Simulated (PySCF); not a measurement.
C4H13GeN, SMILES [CH3][GeH]([N](C)C)[CH3] at its GFN2-xTB optimised geometry (Å):

```
19

Ge    -0.8150    -1.1589     0.0000
C     -1.6550     0.6509     0.0000
C     -1.4116    -2.2242    -1.5540
N      1.0305    -1.1589     0.0000
C      1.7184    -0.7001     1.1845
C      1.7389    -0.7876    -1.2029
H     -1.1283    -1.8624     1.3059
H     -1.3954     1.1842    -0.9112
H     -1.3152     1.2384     0.8483
H     -2.7361     0.5712     0.0515
H     -2.4489    -2.5204    -1.4271
H     -0.8105    -3.1225    -1.6560
H     -1.3390    -1.6530    -2.4756
H      1.8424     0.3917     1.2082
H      2.7131    -1.1534     1.2302
H      1.1550    -1.0056     2.0653
H      1.1978    -1.1591    -2.0712
H      1.8630     0.2998    -1.3046
H      2.7361    -1.2384    -1.1966
```

Method: CAM-B3LYP/def2-SVP (PySCF). Cells within 0.4 Å of a nucleus heavier than hydrogen are left out (blank, or x).

Map of the electrostatic potential (hartree/e), clipped to [-0.08, 0.12] on the plane z = 1.0 Å:

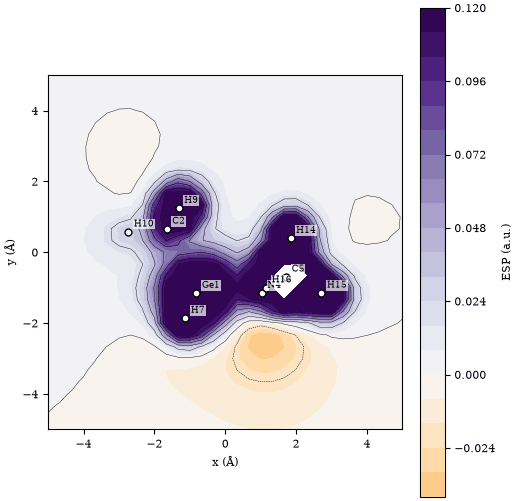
Electrostatic potential (hartree/e), clipped to [-0.08, 0.12] on the plane z = 1.0 Å.
